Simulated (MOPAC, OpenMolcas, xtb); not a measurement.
## How methods differ on B2H5F (diborane mono F)

B2H5F has 8 atoms, charge 0, and is taken as a singlet. The shape is that of a GFN2-xTB optimisation.

```tsv
atom	x (Å)	y (Å)	z (Å)
B	-0.1327	0.8737	-0.2006
F	-0.2613	1.2116	-1.4888
H	-0.2023	1.7548	0.5747
H	0.9638	0.0917	-0.0225
B	0.1363	-0.8771	0.2428
H	0.1945	-1.7123	-0.5757
H	0.2486	-1.1768	1.3697
H	-0.9469	-0.1655	0.1003
```

Each level gives the dipole moment (D). The values are calculated.

```
                             level            kind     program  value (D)
                               AM1  semi-empirical       MOPAC       0.89
                          GFN2-xTB  semi-empirical         xtb       1.25
                               PM6  semi-empirical       MOPAC       1.28
                               PM7  semi-empirical       MOPAC       1.48
                         HF/STO-3G    Hartree–Fock  OpenMolcas       0.49
                          HF/3-21G    Hartree–Fock  OpenMolcas       1.15
                       HF/def2-SVP    Hartree–Fock  OpenMolcas       1.11
                     BLYP/def2-SVP             GGA  OpenMolcas       0.63
 PBE/6-31G** (spherical functions)             GGA  OpenMolcas       0.52
B3LYP/6-31G* (spherical functions)   global hybrid  OpenMolcas       0.66
```

The values span 0.49 to 1.48 D. Magnitudes only: a small dipole may point the other way at some levels. Sets without polarisation functions give poor dipoles.

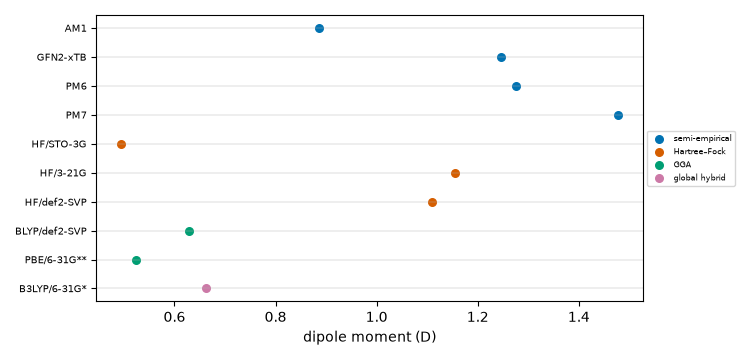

The values of the table, level by level.
